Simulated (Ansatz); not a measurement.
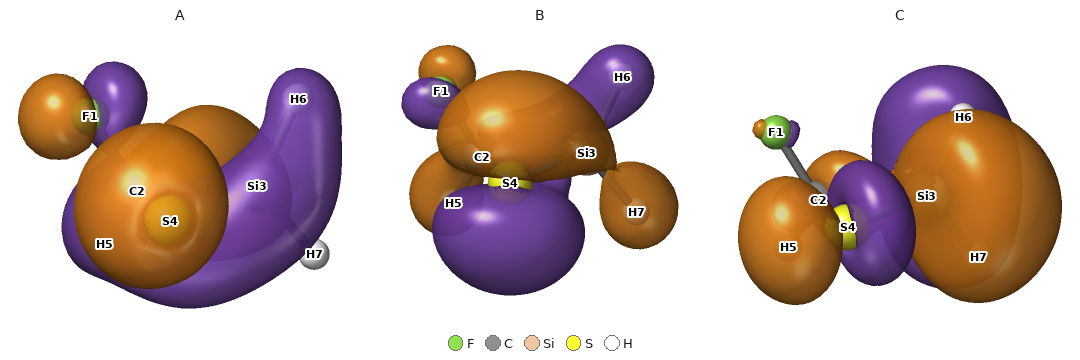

Figure 1: CH$_{3}$FSSi (SMILES FC1[SiH2]S1). Three frontier orbitals at ±0.08 Å⁻³ᐟ² (orange and purple are the two phases), in no order.

Geometry: PBE0-D4/def2-TZVP.

Theory: RKS PBE0-D4/def2-TZVPP in Ansatz.

Input file:

```
crystal:
  periodic: [false, false, false]
  atoms:
    - {symbol: F, position_ang: [-1.909019, 0.103097, 0.435699]}
    - {symbol: C, position_ang: [-0.813138, 0.144105, -0.378074]}
    - {symbol: Si, position_ang: [0.883107, -0.025620, 0.355103]}
    - {symbol: S, position_ang: [-0.085407, -1.497257, -0.777921]}
    - {symbol: H, position_ang: [-1.031660, 0.735837, -1.262872]}
    - {symbol: H, position_ang: [0.977535, -0.211915, 1.817346]}
    - {symbol: H, position_ang: [2.039781, 0.683753, -0.234981]}
basis:
  gaussian: {orbitals: def2-TZVPP}
hamiltonian: {xc: pbe0, dispersion: d4}
output: {orbitals: {seedname: orbitals}}
```

Launched as:

```sh
ansatz run in.yaml --threads 2 --pin off --events-out ev --progress --plain --max-ram 4352MiB
```

### Order the three orbitals by energy and name them.

A is the HOMO−1 (−7.95 eV). Its weight (Hirshfeld) is mainly on S4 (about 35 %), C2 (about 25 %), Si3 (about 25 %) and F1 (about 10 %). B is the HOMO (−7.53 eV). It lies mainly on S4 (about 70 %), Si3 (about 10 %) and C2 (about 10 %); largely a lone pair of S4. C is the LUMO (−0.71 eV). By Hirshfeld shares it lies mainly on Si3 (about 60 %), S4 (about 20 %), H7 (about 5 %), H6 (about 5 %) and C2 (about 5 %).

### What is the HOMO–LUMO gap?

6.82 eV between the orbital energies.
